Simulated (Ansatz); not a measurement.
Cl6Ga3 (charge +1)

Input file:

```
crystal:
  periodic: [false, false, false]
  atoms:
    - {symbol: Ga, position_ang: [0.562338, 1.550549, 0.729474]}
    - {symbol: Ga, position_ang: [0.359466, -0.797447, -1.364249]}
    - {symbol: Ga, position_ang: [-1.247975, -1.531146, 0.345065]}
    - {symbol: Cl, position_ang: [1.105221, -1.480730, -3.217586]}
    - {symbol: Cl, position_ang: [1.191634, 3.353266, 1.607912]}
    - {symbol: Cl, position_ang: [-2.680221, -2.816808, 1.204108]}
    - {symbol: Cl, position_ang: [2.077692, -0.109076, 0.191661]}
    - {symbol: Cl, position_ang: [-1.006940, 0.319221, 1.891830]}
    - {symbol: Cl, position_ang: [-0.361226, 1.512162, -1.388215]}
basis:
  gaussian: {orbitals: def2-TZVP, initial_orbitals: start.molden}
total_charge: 1
hamiltonian: {xc: pbe0, dispersion: d4}
scf: {omitted_lower_state_checks: [starts]}
output: {orbitals: {seedname: orbitals}}
```

Launched as:

```sh
ansatz run in.yaml --threads 4 --pin off --events-out ev --progress --plain --max-ram 6963MiB
```

Geometry: PBE-D4/def2-SVP.

Theory: RKS PBE0-D4/def2-TZVP in Ansatz 0.2.0.

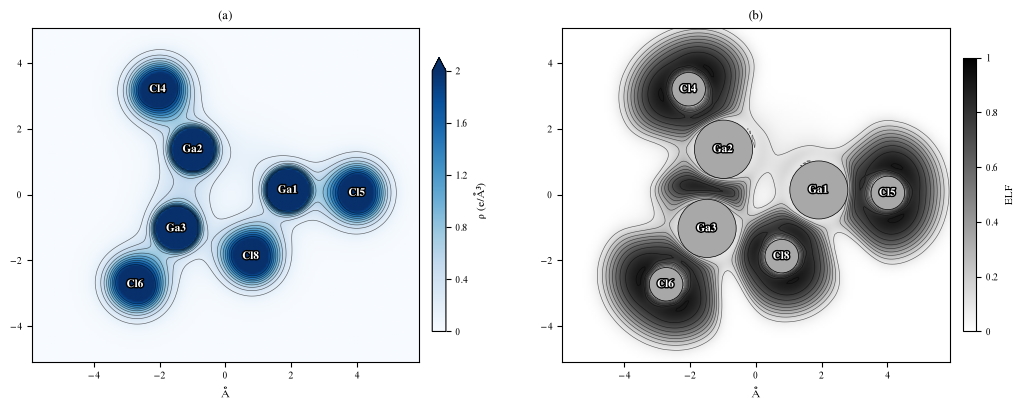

Figure 1. (a) electron density; (b) electron localisation function on the plane of atoms Cl6, Ga3 and Cl8. Grey discs cover the atomic cores in the ELF map.

What does the map show?

Answer. The section cuts through Ga and Cl sites.
Ga–Cl (2.10 Å): ρ at the midpoint is about 0.79 e/Å³; the ELF peaks at about 0.80 in the valence shell of Cl, 0.8 Å from its nucleus, and is about 0.60 at the midpoint.
Ga–Ga (2.46 Å): ρ at the midpoint is about 0.47 e/Å³; the ELF peaks at about 0.80 between the atoms; localised, covalent bonding.
Ga–Cl (2.31 Å): ρ is about 0.55 e/Å³ halfway, with its minimum of 0.48 e/Å³ about 1.0 Å from Ga; the ELF peaks at about 0.85 in the valence shell of Cl, 0.8 Å from its nucleus, and is about 0.60 at the midpoint.
Ga–Cl (2.42 Å): ρ is about 0.44 e/Å³ halfway, with its minimum of 0.38 e/Å³ about 1.1 Å from Ga; the ELF peaks at about 0.85 in the valence shell of Cl, 0.8 Å from its nucleus, and is about 0.55 at the midpoint.
The ELF also peaks beside Cl6, Cl8, Cl5 and Cl4, away from the bonds: lone-pair regions.

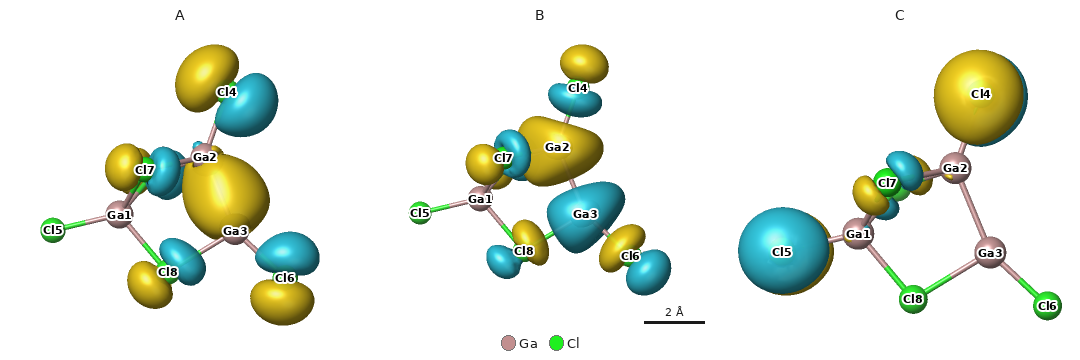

Figure 2. Three frontier orbitals at ±0.08 Å⁻³ᐟ² (yellow and cyan are the two phases), in no order.

Which picture is the HOMO−1, the HOMO and the LUMO?

Answer. C is the HOMO−1 (−13.41 eV). Its weight (Hirshfeld) is mainly on Cl4 (about 45 %) and Cl5 (about 40 %); largely a combination of lone pairs on Cl4 and Cl5. A is the HOMO (−13.01 eV). By Hirshfeld shares it lies mainly on Cl4 (about 35 %), Ga3 (about 15 %), Cl6 (about 15 %), Ga2 (about 15 %) and Cl8 (about 10 %). B is the LUMO (−6.95 eV). Its weight (Hirshfeld) is mainly on Ga3 (about 25 %), Ga2 (about 25 %), Cl6 (about 15 %), Cl4 (about 10 %), Cl7 (about 5 %) and Cl9 (about 5 %).

What is the HOMO–LUMO gap?

Answer. 6.06 eV between the orbital energies.

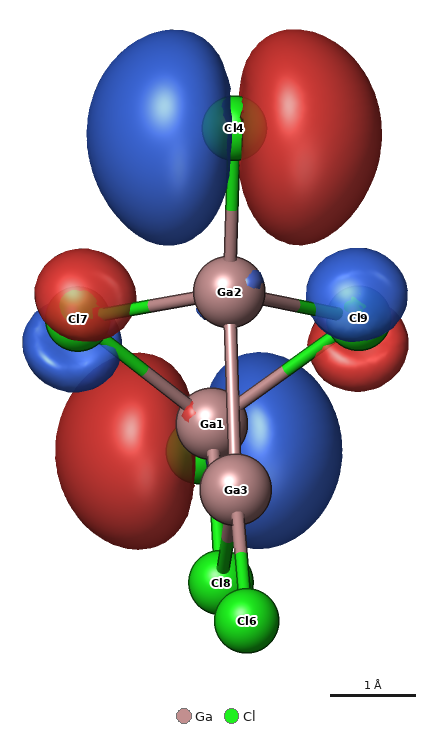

Figure 3. The HOMO−1 at ±0.08 Å⁻³ᐟ² (blue and red are the two phases), seen at an oblique angle.

What is the character of this orbital?

Answer. It lies mainly on Cl4 (about 45 %) and Cl5 (about 40 %); largely a combination of lone pairs on Cl4 and Cl5. Its energy is −13.41 eV.
